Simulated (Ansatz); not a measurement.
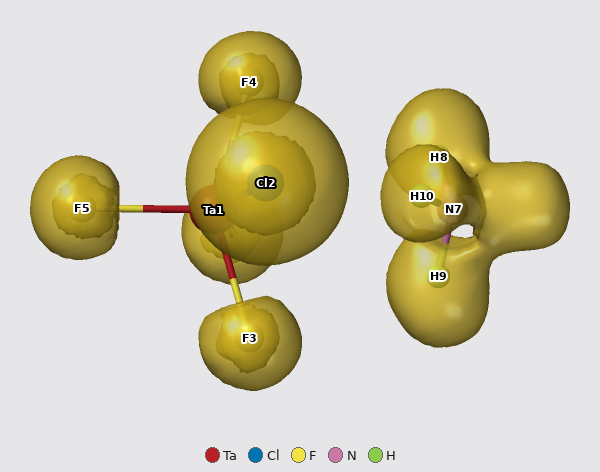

The picture shows: ClF4Ta···NH3. Isosurface of the electron localisation function at 0.8 (yellow), seen from one side. Only the valence region is drawn (cores and ρ < 0.01 e/Å³ removed).

Core potentials replace the inner electrons of Ta; not at a stationary point (largest force 1.2 eV/Å).

These are results of RKS PBE/def2-SVP in Ansatz, not measurements.

Input file:

```
crystal:
  periodic: [false, false, false]
  atoms:
    - { symbol: Ta, position_ang: [0.0, 0.0, 0.0] }
    - { symbol: Cl, position_ang: [2.82, 0.0, 0.0] }
    - { symbol: F, position_ang: [0.0, 0.0, 1.93] }
    - { symbol: F, position_ang: [0.0, 0.0, -1.93] }
    - { symbol: F, position_ang: [-0.965, 1.6714, 0.0] }
    - { symbol: F, position_ang: [-0.965, -1.6714, 0.0] }
    - { symbol: "N", position_ang: [0.7757, -1.9759, 1.2433] }
    - { symbol: H, position_ang: [0.2944, -2.9105, 1.1069] }
    - { symbol: H, position_ang: [1.5912, -1.8927, 1.9153] }
    - { symbol: H, position_ang: [2.0207, -1.35, 0.8494] }
basis:
  gaussian: { orbitals: def2-SVP }
hamiltonian:
  xc: pbe
relax:
  f_tol: 0.15
  max_steps: 25
  restrain:
    - { distance: [0, 6], at: 3.36, k: 30.0 }
    - { distance: [9, 1], at: 2.57, k: 30.0 }
    - { distance: [0, 1], at: 2.47, k: 30.0 }
    - { distance: [9, 6], at: 1.06, k: 30.0 }
output:
  orbitals: {}
```

Run with:

```sh
ansatz run input.yaml --threads 4 --pin off --max-ram 5120MiB --backend cpu --events-out ev --progress --plain --runs-dir out
```

The fields are those of the run's last geometry, not of the input's.

What do the ELF domains correspond to?

The surface consists of one region wrapped around Cl (its valence shell), four regions wrapped around F (the valence shell of each) and one joined region spread over several atoms (H, N), in which their bonds and any lone pairs are merged. Along the contacts the grid gives the following. Ta1···N7 (3.35 Å): the ELF dips to about 0.05 between them. Ta–F (1.86 Å): the ELF peaks at about 0.80 in the valence shell of F, 0.5 Å from its nucleus, and drops to about 0.20 between the two atoms.
